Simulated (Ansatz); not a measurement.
# HNO (nitroxyl): PBE0/STO-3G

What is the energy change on altering one bond length of HNO (nitroxyl) at PBE0/STO-3G? 

The results are computed with Ansatz 0.2.0.

50 further runs of the same task are left out: 1 that didn't finish, 49 set aside as unsound or not needed.

## Step 1: The structure to begin with

The species is HNO (3 atoms), meant as a singlet with charge 0. SMILES: `N=O`. Geometry: relaxed at PBE0-D4/def2-TZVP.

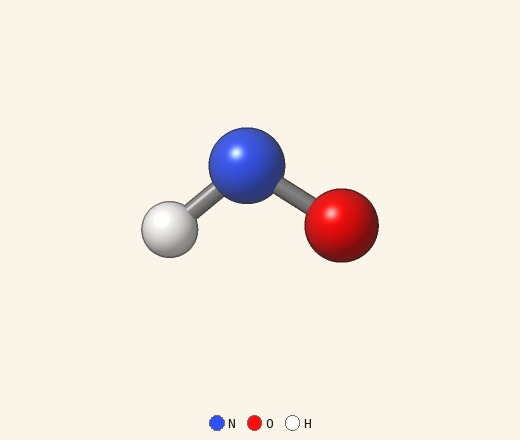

Viewed from a chosen angle; nitrogen blue, oxygen red, hydrogen white.

## Step 2: The energy at PBE0/STO-3G

input.yaml reads:

```yaml
crystal:
  periodic: [false, false, false]
  atoms:
    - symbol: "N"
      position_ang: [-0.283700, 0.312790, -0.117160]
    - symbol: O
      position_ang: [0.755300, 0.397200, 0.456500]
    - symbol: H
      position_ang: [-0.471600, -0.709980, -0.339350]
basis:
  gaussian: {orbitals: STO-3G}
hamiltonian: {xc: {name: PBE0}}
accuracy: high
```

On the command line:

```
ansatz run input.yaml --threads 1 --pin off --max-ram 3480MiB --events-out events.jsonl --progress --plain --runs-dir runs
```

The program printed:

```text
Warning: RAYON_NUM_THREADS=1 ignored (pool sized by the plan → 1); use --threads N
Functional definition: PBE0
  name "PBE0"
  parameter a = 0.25
  parameter kappa = 0.804
  parameter beta = 0.06672455060314922
  exchange = (1 - a)*pbe_x(kappa = kappa, mu = beta*pi^2/3) + a*exact_x
  correlation = pbe_c(beta = beta)
168 factors; integrals over basis functions are off by at most 3.7e-8 eV
mean field evaluation 1: about -3498.2980 eV, gradient 9.7e0 eV
mean field evaluation 2: about -3497.9360 eV, gradient 1.6e1 eV
mean field evaluation 4: about -3498.5663 eV, gradient 6.0e-2 eV
mean field evaluation 8: about -3498.5590 eV, gradient 3.4e-3 eV
mean field evaluation 16: about -3498.5590 eV, gradient 2.2e-8 eV
mean field -3498.55901714 eV, -128.5696724715 hartree, gradient 2.2e-8 eV, S^2 0.000000; 0 other end points of the search recorded, 0 dependent functions left out
reference -3498.55901795 eV, -128.5696725012 hartree; 8, 8 occupied and 3, 3 virtual orbitals, 168 factors
Total energy: -3498.55901795 eV, -128.5696725012 hartree
```

It took 0.4 s on 1 thread of AMD EPYC 7R43 (Zen 3), shared host.

## Step 3: The distorted shape

in.yaml reads:

```yaml
crystal:
  periodic: [false, false, false]
  atoms:
    - {symbol: "N", position_ang: [-0.236725, 0.568483, -0.061612]}
    - {symbol: O, position_ang: [0.802275, 0.652893, 0.512048]}
    - {symbol: H, position_ang: [-0.471600, -0.709980, -0.339350]}
basis:
  gaussian:
    orbitals: STO-3G
accuracy: high
hamiltonian:
  xc: {name: PBE0}
```

On the command line:

```
ansatz run in.yaml --threads 1 --pin off --max-ram 3480MiB --events-out events.jsonl --progress --plain --runs-dir runs
```

The program printed:

```text
Warning: RAYON_NUM_THREADS=1 ignored (pool sized by the plan → 1); use --threads N
Functional definition: PBE0
  name "PBE0"
  parameter a = 0.25
  parameter kappa = 0.804
  parameter beta = 0.06672455060314922
  exchange = (1 - a)*pbe_x(kappa = kappa, mu = beta*pi^2/3) + a*exact_x
  correlation = pbe_c(beta = beta)
168 factors; integrals over basis functions are off by at most 3.9e-8 eV
mean field evaluation 1: about -3497.9408 eV, gradient 1.1e1 eV
mean field evaluation 2: about -3497.6379 eV, gradient 1.6e1 eV
mean field evaluation 4: about -3498.3112 eV, gradient 9.6e-1 eV
mean field evaluation 8: about -3498.2998 eV, gradient 2.4e-3 eV
mean field evaluation 16: about -3498.2998 eV, gradient 5.9e-9 eV
mean field -3498.29975256 eV, -128.5601446739 hartree, gradient 5.9e-9 eV, S^2 0.000000; 0 other end points of the search recorded, 0 dependent functions left out
reference -3498.29975336 eV, -128.5601447033 hartree; 8, 8 occupied and 3, 3 virtual orbitals, 168 factors
Total energy: -3498.29975336 eV, -128.5601447033 hartree
```

Run time: 0.34 s. Hardware: 1 thread of AMD EPYC 7R43 (Zen 3), shared host.

## Step 4: Outcome

At PBE0/STO-3G:

| quantity | value |
| --- | --- |
| first shape: total energy | -128.56967 Eh |
| distorted shape: total energy | -128.56014 Eh |
| energy change with the N1–H3 bond stretched from 1.063 to 1.329 Å | 0.259 eV |

What this shows: With the N1–H3 bond stretched from 1.063 to 1.329 Å the energy rises by 0.26 eV (25.0 kJ/mol). The first shape isn't relaxed at this level, so the change isn't measured from a minimum. The minimal basis adds a large error of its own.
